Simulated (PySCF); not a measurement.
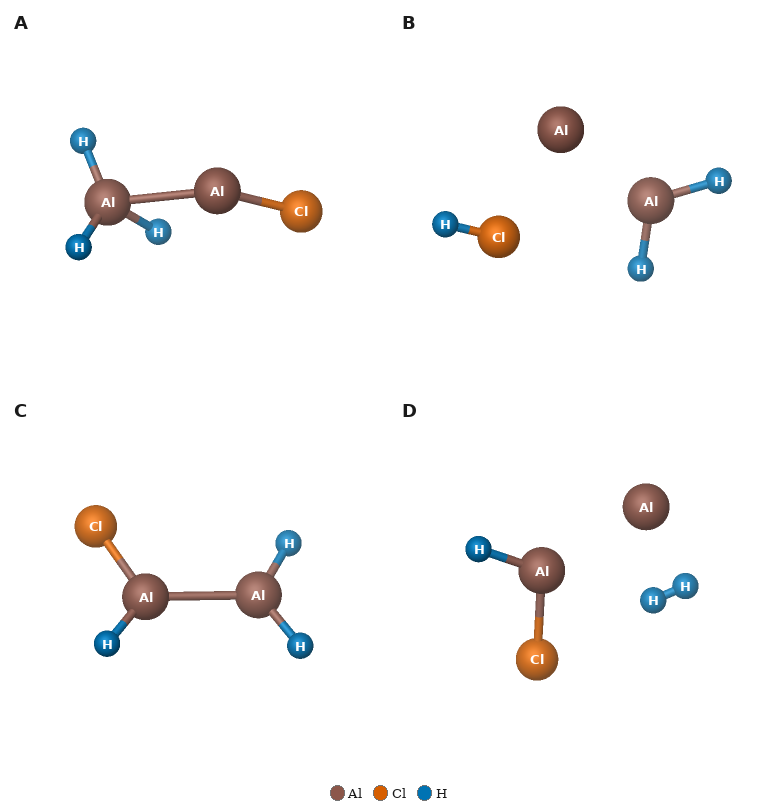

4 stationary structures of one formula. Geometries: PBE-D4/def2-SVP. Electronic energies: PBE-D4/def2-SVP (PySCF 2.14.0), without zero-point energy. No frequency run is at hand to confirm each as a minimum.

Question: Rank them by energy, lowest first.

Answer: C is lowest (Cs); A lies 0.6 kJ/mol above it, D lies 115.2 kJ/mol above it, B lies 259.7 kJ/mol above it.
